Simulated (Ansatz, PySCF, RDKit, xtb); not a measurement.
**C4H5GeN: which of the isomers drawn lies lowest?, part 1 of 2**

A sample of isomers of C4H5GeN is drawn. Aim: find which of them has the lowest free energy at 298.15 K, then its properties. The sample is small against all isomers, and the most stable one of this formula need not be in it.

The funnel: GFN2-xTB relaxations, single points with a density functional, relaxations at PBE0-D3(BJ)/def2-SVP, harmonic vibrations (at GFN2-xTB), and a last energy at a higher level. All values are calculated.

## (1) Possible bonding patterns

Isomers were taken from a list of plausible structures; this is a sample, not all of them. That gives 3 candidates.

```csv
label,SMILES,spin
c442,N#CCC#[C][GeH3],singlet
c547,C#C[C@@H]([GeH3])C#N,singlet
c777,N#CC#C[CH2][GeH3],singlet
```

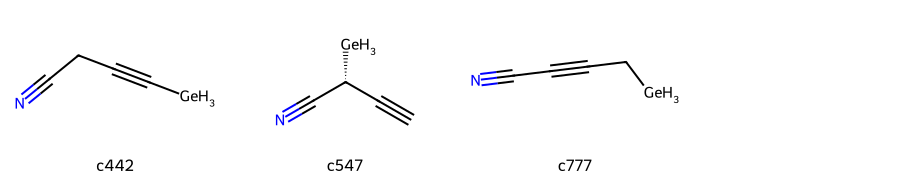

Structural formulas of the candidates.

Candidates are built by distance geometry, with a force field where one applies, in up to four conformers (letters a to d).

## (2) First filter: tight binding

All 3 starts are relaxed the same way. One of them, c777a (taken from a list of positional isomers, embedded by distance geometry and UFF), in full:

The input, start.xyz:

```xyz
11
c777a
C     -1.211105    -1.024726    -0.462559
C     -0.054603    -0.213565    -0.568073
C      0.916341     0.500189    -0.674893
C      2.101184     1.402021    -0.774429
Ge     2.865546     1.626124     0.979040
N     -2.130849    -1.679750    -0.381269
H      2.835514     0.895882    -1.466123
H      1.797405     2.354079    -1.181533
H      4.172431     2.516852     0.856294
H      3.352639     0.246523     1.521524
H      1.880531     2.240268     1.930459
```

Command:

```
xtb start.xyz --gfn 2 --opt
```

What it wrote, shortened:

```text
* xtb version 6.7.1
[...]
          :  # basis functions                  35          :
[...]
          :  # electrons                        30          :
[...]
          :  Hamiltonian                  GFN2-xTB          :
[...]
          :  net charge                          0          :
          :  unpaired electrons                  0          :
[...]
   *** convergence criteria satisfied after 12 iterations ***
[...]
   *** GEOMETRY OPTIMIZATION CONVERGED AFTER 9 ITERATIONS ***
[...]
   *** convergence criteria satisfied after 3 iterations ***
[...]
         ::                     SUMMARY                     ::
         :::::::::::::::::::::::::::::::::::::::::::::::::::::
         :: total energy             -15.839981787899 Eh    ::
         :: gradient norm              0.000362999232 Eh/a0 ::
         :: HOMO-LUMO gap              4.391948187510 eV    ::
         ::.................................................::
         :: SCC energy               -16.168913622657 Eh    ::
         :: -> isotropic ES            0.007862669232 Eh    ::
         :: -> anisotropic ES          0.003445368062 Eh    ::
         :: -> anisotropic XC          0.024873647092 Eh    ::
         :: -> dispersion             -0.006495306615 Eh    ::
         :: repulsion energy           0.328931834758 Eh    ::
         :: add. restraining           0.000000000000 Eh    ::
         :: total charge               0.000000000000 e     ::
         :::::::::::::::::::::::::::::::::::::::::::::::::::::
[...]
        15        2.0000           -0.4154447             -11.3048 (HOMO)
        16                         -0.2540436              -6.9129 (LUMO)
[...]
     #   Z          covCN         q      C6AA      α(0)
     1   6          1.892     0.135    27.821     8.519
     2   6          1.963    -0.041    32.160     9.158
     3   6          2.004    -0.000    31.040     8.998
     4   6          3.711    -0.076    22.089     6.717
     5  32          3.743     0.100   169.765    23.389
     6   7          0.911    -0.236    26.167     7.398
     7   1          0.924     0.069     2.102     2.267
     8   1          0.924     0.069     2.102     2.267
     9   1          0.939    -0.008     3.203     2.798
    10   1          0.940    -0.006     3.156     2.777
    11   1          0.940    -0.006     3.154     2.776
[...]
     #   Z sym  total        # sym  WBO       # sym  WBO       # sym  WBO
 ---------------------------------------------------------------------------
     1   6      3.956 --     6      2.720     2      1.202
     2   6      3.980 --     3      2.604     1      1.202
     3   6      3.977 --     2      2.604     4      1.103     6      0.210
     4   6      3.990 --     3      1.103     7      0.931     8      0.931
                             5      0.855
     5  32      3.552 --    11      0.863    10      0.863     9      0.858
                             4      0.855
     6   7      2.981 --     1      2.720     3      0.210
     7   1      0.989 --     4      0.931
     8   1      0.989 --     4      0.931
     9   1      0.998 --     5      0.858
    10   1      0.999 --     5      0.863
    11   1      0.999 --     5      0.863
[...]
molecular dipole:
                 x           y           z       tot (Debye)
 q only:        1.366       0.966       0.005
   full:        1.643       1.209      -0.244       5.222
molecular quadrupole (traceless):
[...]
          | TOTAL ENERGY              -15.839981787899 Eh   |
          | GRADIENT NORM               0.000362999232 Eh/α |
          | HOMO-LUMO GAP               4.391948187510 eV   |
           -------------------------------------------------
[...]
```

Run time: 0.062 s. Hardware: 2 threads of Arm Neoverse V2, shared host.

## (3) Distinct minima at GFN2-xTB

3 of the 3 relaxations converged. 3 distinct structures remain:

```
label  start          SMILES after     spin  energy (kcal/mol)
c777a  drawn     N#CC#C[CH2][GeH3]  singlet                0.0
c442a  drawn       N#CCC#[C][GeH3]  singlet                0.5
c547a  drawn  C#C[C@@H]([GeH3])C#N  singlet                6.5
```

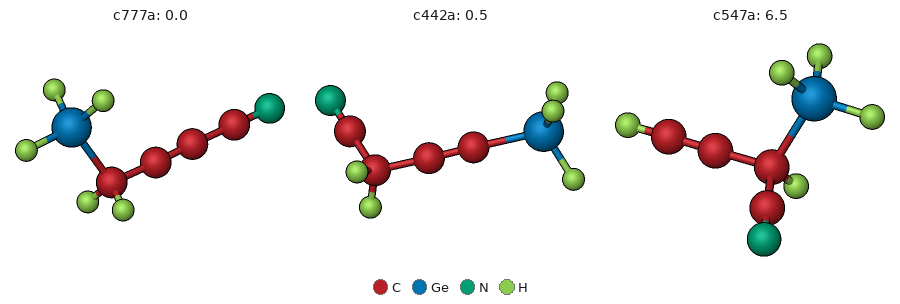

The 3 lowest minima that did not fall apart, with their GFN2-xTB energies in kcal/mol.

## (4) Second filter: single points

A choice of the minima (the low ones first, few conformers of a pattern, up to a cap) and the lowest that fell apart get a single point at r2SCAN-D4/def2-SVP on the tight-binding geometry, and one at HF/STO-3G for comparison. The lowest singlets are also tried as triplets at the same geometry (label ending in t). The first, c777a:

The input, input.yaml:

```yaml
basis:
  gaussian:
    orbitals: def2-SVP
crystal:
  periodic: [false, false, false]
  atoms:
    - {symbol: C, position_ang: [-1.161425, -0.992131, -0.476024]}
    - {symbol: C, position_ang: [-0.061261, -0.198501, -0.572394]}
    - {symbol: C, position_ang: [0.908375, 0.514173, -0.695422]}
    - {symbol: C, position_ang: [2.063800, 1.351109, -0.785578]}
    - {symbol: Ge, position_ang: [2.909244, 1.605073, 1.001538]}
    - {symbol: N, position_ang: [-2.091323, -1.663652, -0.392435]}
    - {symbol: H, position_ang: [2.790594, 0.900144, -1.467085]}
    - {symbol: H, position_ang: [1.778839, 2.326072, -1.190782]}
    - {symbol: H, position_ang: [4.103062, 2.492853, 0.848960]}
    - {symbol: H, position_ang: [3.342050, 0.291567, 1.561300]}
    - {symbol: H, position_ang: [1.943078, 2.237190, 1.946360]}
hamiltonian:
  xc: r2scan
  dispersion: d4
scf:
  lower_state_search: off
output:
  orbitals: {seedname: orbitals}
```

Command:

```
ansatz run input.yaml --threads 2 --pin off --max-ram 5220MiB --events-out events.jsonl --progress --plain --runs-dir runs
```

What it wrote, shortened:

```text
Warning: RAYON_NUM_THREADS=2 ignored (pool sized by the plan → 2); use --threads N
Functional definition: r2SCAN
  name "r2SCAN"
[...]
1445 factors; their error is unknown
[...]
mean field -62220.09674529 eV, -2286.5463810931 hartree, gradient 2.1e-6 eV, S^2 0.000000; 0 other end points of the search recorded, 0 dependent functions left out
reference -62220.09675549 eV, -2286.5463814678 hartree; 34, 34 occupied and 93, 93 virtual orbitals, 1445 factors
Total energy: -62220.15609670 eV, -2286.5485622171 hartree
Checks for a lower state left out: stability, starts, cluster_reference, orbital_swaps, neighbouring_geometries, increment
```

Run time: 3 s. Hardware: 2 threads of Arm Neoverse V2, shared host; peak memory 0.16 GiB.

Relative energies in kcal/mol, each column from its lowest structure that stays in one piece:

| label | SMILES | spin | GFN2-xTB | HF/STO-3G | r2SCAN-D4/def2-SVP |
| --- | --- | --- | --- | --- | --- |
| c777a | N#CC#C[CH2][GeH3] | singlet | 0.0 | 5.0 | 0.0 |
| c442a | N#CCC#[C][GeH3] | singlet | 0.5 | 0.0 | 6.0 |
| c547a | C#C[C@@H]([GeH3])C#N | singlet | 6.5 | 15.5 | 13.2 |
| c777at | N#CC#C[CH2][GeH3] | triplet | – | – | 96.6 |
| c442at | N#CCC#[C][GeH3] | triplet | – | – | 124.7 |
| c547at | C#C[C@@H]([GeH3])C#N | triplet | – | – | 136.5 |

## (5) Refinement at PBE0-D3(BJ)/def2-SVP

3 candidates are relaxed at PBE0-D3(BJ)/def2-SVP (chosen among the lowest in one piece). The first, c777a:

input.yaml: that of step 4 with these lines changed.

```diff
@@ -1,4 +1 @@
-basis:
-  gaussian:
-    orbitals: def2-SVP
 crystal:
@@ -11,3 +8,3 @@
     - {symbol: Ge, position_ang: [2.909244, 1.605073, 1.001538]}
-    - {symbol: N, position_ang: [-2.091323, -1.663652, -0.392435]}
+    - {symbol: "N", position_ang: [-2.091323, -1.663652, -0.392435]}
     - {symbol: H, position_ang: [2.790594, 0.900144, -1.467085]}
@@ -17,8 +14,11 @@
     - {symbol: H, position_ang: [1.943078, 2.237190, 1.946360]}
+basis:
+  gaussian:
+    orbitals: def2-SVP
+relax:
+  f_tol: 0.006
+scf:
+  lower_state_search: "off"
 hamiltonian:
-  xc: r2scan
-  dispersion: d4
-scf:
-  lower_state_search: off
-output:
-  orbitals: {seedname: orbitals}
+  xc: pbe0
+  dispersion: d3bj
```

Command:

```
ansatz run input.yaml --threads 2 --pin off --max-ram 5220MiB --events-out events.jsonl --progress --plain --runs-dir runs
```

What it wrote, shortened:

```text
Warning: RAYON_NUM_THREADS=2 ignored (pool sized by the plan → 2); use --threads N
[...]
Functional definition: PBE0
  name "PBE0"
[...]
1432 factors; integrals over basis functions are off by at most 3.9e-4 eV
[...]
mean field -62209.67906917 eV, -2286.1635385572 hartree, gradient 3.8e-6 eV, S^2 0.000000; 0 other end points of the search recorded, 0 dependent functions left out
[...]
reference -62209.67909790 eV, -2286.1635396127 hartree; 34, 34 occupied and 93, 93 virtual orbitals, 1432 factors
relax step   1: F+E_penalty+E_count = -62209.89235157 eV  Δ(F+E_penalty+E_count) = +0.000e0 eV  max|allowed force component| = 1.410e0 eV/Å  Δτ_max = 0.0000 Å  (16 SCF iters, accepted)
[...]
relax step   6: F+E_penalty+E_count = -62209.98125644 eV  Δ(F+E_penalty+E_count) = -3.321e-5 eV  max|allowed force component| = 7.987e-3 eV/Å  Δτ_max = 0.0030 Å  (14 SCF iters, accepted)
[...]
Atom 2 at     0.907515     0.515156    -0.697977 Å, force     0.000566     0.000459     0.001951 eV/Å
Atom 3 at     2.071642     1.355762    -0.776033 Å, force    -0.000519     0.000008    -0.001974 eV/Å
Atom 4 at     2.913936     1.607373     1.005550 Å, force     0.001009     0.000308     0.000943 eV/Å
Atom 5 at    -2.115565    -1.688625    -0.375177 Å, force     0.000798    -0.000892     0.003258 eV/Å
Atom 6 at     2.823231     0.916371    -1.452085 Å, force    -0.000858    -0.000497     0.000121 eV/Å
Atom 7 at     1.807111     2.349109    -1.173872 Å, force    -0.001048    -0.000563    -0.000032 eV/Å
Atom 8 at     4.137957     2.519281     0.818609 Å, force     0.000275    -0.000269     0.000616 eV/Å
Atom 9 at     3.339526     0.233983     1.542596 Å, force    -0.000484    -0.000177    -0.000099 eV/Å
Atom 10 at     1.889140     2.262404     1.941718 Å, force    -0.000186     0.000108    -0.000206 eV/Å
Dipole moment:     0.913661     0.656346    -0.046239 e Å
Checks for a lower state left out: stability, starts, cluster_reference, orbital_swaps, neighbouring_geometries, increment
```

Run time: 23 s. Hardware: 2 threads of Arm Neoverse V2, shared host; peak memory 0.28 GiB.

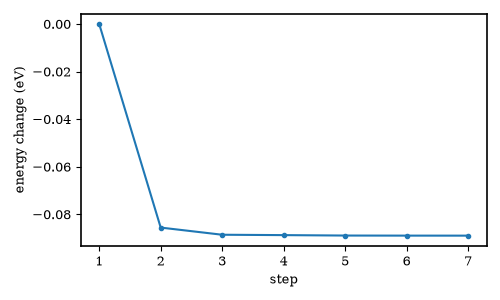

Energy along the run, all evaluated steps.

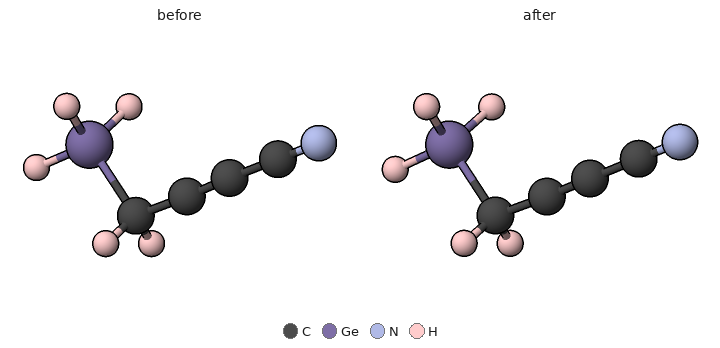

Before and after, at one scale.

After the run. Bond lengths: C1–C2 1.373 Å, C2–C3 1.218 Å, C3–C4 1.438 Å, C4–Ge5 1.987 Å, C1–N6 1.164 Å, C4–H7 1.102 Å, C4–H8 1.102 Å, Ge5–H9 1.538 Å, Ge5–H10 1.535 Å, Ge5–H11 1.535 Å. Some angles: C1–C2–C3 179.4°, C2–C1–N6 179.9°, C2–C3–C4 177.7°, C3–C4–Ge5 111.6°, C3–C4–H7 110.6°, C3–C4–H8 110.6°, Ge5–C4–H7 108.1°, Ge5–C4–H8 108.1°, C4–Ge5–H9 107.7°, C4–Ge5–H10 108.5°.

## (6) After refinement

| label | spin | r2SCAN-D4/def2-SVP (kcal/mol) | PBE0-D3(BJ)/def2-SVP, relaxed (kcal/mol) | time |
| --- | --- | --- | --- | --- |
| c777a | singlet | 0.0 | 0.0 | 23 s |
| c442a | singlet | 6.0 | 4.1 | 20 s |
| c547a | singlet | 13.2 | 10.6 | 29 s |

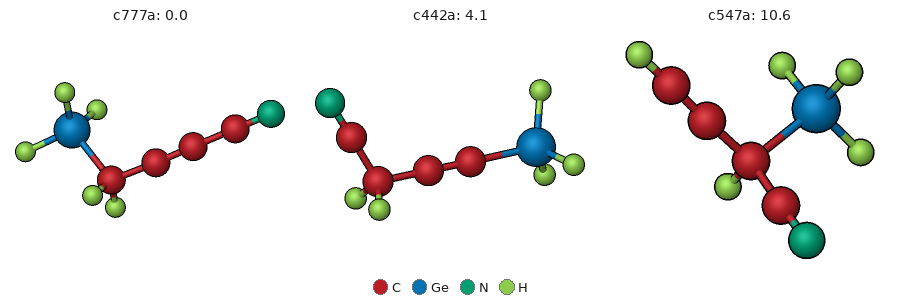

The relaxed structures, with energies at PBE0-D3(BJ)/def2-SVP in kcal/mol.

## (7) Harmonic analysis of the finalists

The lowest few in one piece go on as finalists. In this search the thermal terms come from GFN2-xTB at its own nearest minimum. The first, c777a:

The input, start.xyz:

```xyz
11
c777a
C     -1.177912    -1.006375    -0.470440
C     -0.071548    -0.200542    -0.584451
C      0.907515     0.515156    -0.697977
C      2.071642     1.355762    -0.776033
Ge     2.913936     1.607373     1.005550
N     -2.115565    -1.688625    -0.375177
H      2.823231     0.916371    -1.452085
H      1.807111     2.349109    -1.173872
H      4.137957     2.519281     0.818609
H      3.339526     0.233983     1.542596
H      1.889140     2.262404     1.941718
```

Command:

```
xtb start.xyz --gfn 2 --ohess tight
```

What it wrote, shortened:

```text
* xtb version 6.7.1
[...]
          :  # basis functions                  35          :
[...]
          :  # electrons                        30          :
[...]
          :  Hamiltonian                  GFN2-xTB          :
[...]
          :  net charge                          0          :
          :  unpaired electrons                  0          :
[...]
   *** convergence criteria satisfied after 12 iterations ***
[...]
   *** GEOMETRY OPTIMIZATION CONVERGED AFTER 10 ITERATIONS ***
[...]
   *** convergence criteria satisfied after 3 iterations ***
[...]
         ::                     SUMMARY                     ::
         :::::::::::::::::::::::::::::::::::::::::::::::::::::
         :: total energy             -15.839982789470 Eh    ::
         :: gradient norm              0.000332073970 Eh/a0 ::
         :: HOMO-LUMO gap              4.392832825083 eV    ::
         ::.................................................::
         :: SCC energy               -16.169042040387 Eh    ::
         :: -> isotropic ES            0.007862877162 Eh    ::
         :: -> anisotropic ES          0.003445837994 Eh    ::
         :: -> anisotropic XC          0.024872980212 Eh    ::
         :: -> dispersion             -0.006492366700 Eh    ::
         :: repulsion energy           0.329059250916 Eh    ::
         :: add. restraining           0.000000000000 Eh    ::
         :: total charge              -0.000000000000 e     ::
         :::::::::::::::::::::::::::::::::::::::::::::::::::::
[...]
        15        2.0000           -0.4154520             -11.3050 (HOMO)
        16                         -0.2540184              -6.9122 (LUMO)
[...]
molecular dipole:
                 x           y           z       tot (Debye)
 q only:        1.365       0.967       0.005
   full:        1.642       1.211      -0.243       5.222
molecular quadrupole (traceless):
[...]
          | TOTAL ENERGY              -15.839982789456 Eh   |
          | TOTAL ENTHALPY            -15.764712848131 Eh   |
          | TOTAL FREE ENERGY         -15.807302303765 Eh   |
          | GRADIENT NORM               0.000331808575 Eh/α |
[...]
```

Wall time 0.18 s (2 threads of Arm Neoverse V2, shared host).

## (8) Thermal terms of the finalists

As xtb prints them, at 298.15 K, with its own treatment of low modes:

| label | SMILES | spin | lowest mode (cm⁻¹) | zero-point (kcal/mol) | G − E (kcal/mol) |
| --- | --- | --- | --- | --- | --- |
| c777a | N#CC#C[CH2][GeH3] | singlet | 64 | 41.5 | 20.5 |
| c442a | N#CCC#[C][GeH3] | singlet | 11 | 42.0 | 20.5 |
| c547a | C#C[C@@H]([GeH3])C#N | singlet | 99 | 41.0 | 20.1 |

## (9) The final energy

Each finalist gets a single point at CCSD(T)/def2-SVP + MP2/def2-TZVPP - MP2/def2-SVP.

c777a, CCSD(T)/def2-SVP:

The input, input.yaml:

```yaml
crystal:
  periodic: [false, false, false]
  atoms:
    - {symbol: C, position_ang: [-1.177912, -1.006375, -0.470440]}
    - {symbol: C, position_ang: [-0.071548, -0.200542, -0.584451]}
    - {symbol: C, position_ang: [0.907515, 0.515156, -0.697977]}
    - {symbol: C, position_ang: [2.071642, 1.355762, -0.776033]}
    - {symbol: Ge, position_ang: [2.913936, 1.607373, 1.005550]}
    - {symbol: "N", position_ang: [-2.115565, -1.688625, -0.375177]}
    - {symbol: H, position_ang: [2.823231, 0.916371, -1.452085]}
    - {symbol: H, position_ang: [1.807111, 2.349109, -1.173872]}
    - {symbol: H, position_ang: [4.137957, 2.519281, 0.818609]}
    - {symbol: H, position_ang: [3.339526, 0.233983, 1.542596]}
    - {symbol: H, position_ang: [1.889140, 2.262404, 1.941718]}
basis:
  gaussian: {orbitals: def2-SVP}
correlation: {method: ccsd_t, frozen_orbitals: {Ge: 9, C: 1, H: 0, "N": 1}}
```

Command:

```
ansatz run input.yaml --threads 2 --pin off --max-ram 5220MiB --events-out events.jsonl --progress --plain --runs-dir runs
```

What it wrote, shortened:

```text
Warning: RAYON_NUM_THREADS=2 ignored (pool sized by the plan → 2); use --threads N
Functional definition: HF
  name "HF"
[...]
1301 factors; integrals over basis functions are off by at most 1.3e-3 eV
[...]
mean field -62142.53318109 eV, -2283.6959726831 hartree, gradient 1.2e-6 eV, S^2 0.000000; 0 other end points of the search recorded, 0 dependent functions left out; unrestricted orbitals would lower it
14 core orbitals not correlated: weight in the atoms' cores, before any rotation towards them, 1.000 or more for the frozen orbitals, at most 0.000 for the correlated occupied ones
reference -62142.53318109 eV, -2283.6959726831 hartree; 20, 20 occupied and 93, 93 virtual orbitals, 1301 factors
second order -24.57673981 eV of doubles, -0.00000000 eV of singles
cycle   1  -24.19660218 eV  change    3.8e-1 eV  update   1.4e-1
[...]
cycle   9  -25.28102668 eV  change   -2.1e-5 eV  update   4.3e-5
perturbative correction -1.05094453 eV, -0.0386214992 hartree
Total energy: -62168.86515230 eV, -2284.6636547766 hartree
```

It took 34 s on 2 threads of Arm Neoverse V2, shared host; peak memory 0.81 GiB.

## (10) c777a at MP2/def2-TZVPP

input.yaml: that of step 9 with these lines changed.

```diff
@@ -8,3 +8,3 @@
     - {symbol: Ge, position_ang: [2.913936, 1.607373, 1.005550]}
-    - {symbol: "N", position_ang: [-2.115565, -1.688625, -0.375177]}
+    - {symbol: N, position_ang: [-2.115565, -1.688625, -0.375177]}
     - {symbol: H, position_ang: [2.823231, 0.916371, -1.452085]}
@@ -15,3 +15,7 @@
 basis:
-  gaussian: {orbitals: def2-SVP}
-correlation: {method: ccsd_t, frozen_orbitals: {Ge: 9, C: 1, H: 0, "N": 1}}
+  gaussian:
+    orbitals: def2-TZVPP
+total_charge: 0
+correlation:
+  method: mp2
+  frozen_orbitals: {Ge: 9, C: 1, H: 0, "N": 1}
```

Command:

```
ansatz run input.yaml --threads 2 --pin off --max-ram 5220MiB --events-out events.jsonl --progress --plain --runs-dir runs
```

What it wrote:

```text
Warning: RAYON_NUM_THREADS=2 ignored (pool sized by the plan → 2); use --threads N
Functional definition: HF
  name "HF"
  exchange = exact_x
  correlation = 0
1673 factors; integrals over basis functions are off by at most 9.6e-4 eV
mean field evaluation 1: about -62151.8046 eV, gradient 3.6e1 eV
mean field evaluation 2: about -62152.1826 eV, gradient 3.6e1 eV
mean field evaluation 4: about -62155.9818 eV, gradient 6.8e0 eV
mean field evaluation 8: about -62156.1306 eV, gradient 6.9e-1 eV
mean field evaluation 16: about -62156.1320 eV, gradient 1.3e-6 eV
mean field -62156.13198560 eV, -2284.1957195315 hartree, gradient 1.3e-6 eV, S^2 0.000000; 0 other end points of the search recorded, 0 dependent functions left out; unrestricted orbitals would lower it
14 core orbitals not correlated: weight in the atoms' cores, before any rotation towards them, 1.000 or more for the frozen orbitals, at most 0.000 for the correlated occupied ones
reference -62156.13198560 eV, -2284.1957195315 hartree; 20, 20 occupied and 239, 239 virtual orbitals, 1673 factors
second order -29.07912494 eV of doubles, -0.00000000 eV of singles
Total energy: -62185.21111055 eV, -2285.2643576626 hartree
```

Wall time 14 s (2 threads of Arm Neoverse V2, shared host); peak memory 0.72 GiB.

(Continued in part 2 of 2.)
